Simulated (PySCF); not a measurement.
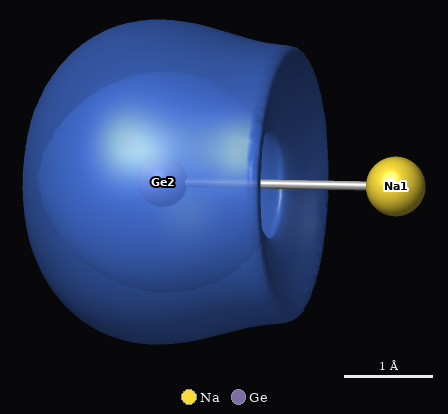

The picture shows: NaGe (quartet). Isosurface of the electron localisation function at 0.75 (blue), seen from one side. Only the valence region is drawn (cores and ρ < 0.01 e/Å³ removed).

Computed with PySCF 2.14.0, PBE0/def2-SVPD, non-relativistic Hamiltonian with scalar-relativistic core potentials where named, at a bond length of 2.750 Å.

Question: Identify the bonds, lone pairs and shells in this picture.

Answer: The ELF exceeds this value in one region wrapped around Ge (its valence shell). Along the contacts the grid gives the following. Na–Ge (2.75 Å): the ELF peaks at about 0.60 in the valence shell of Ge, 1.3 Å from its nucleus, and is about 0.50 at the midpoint.
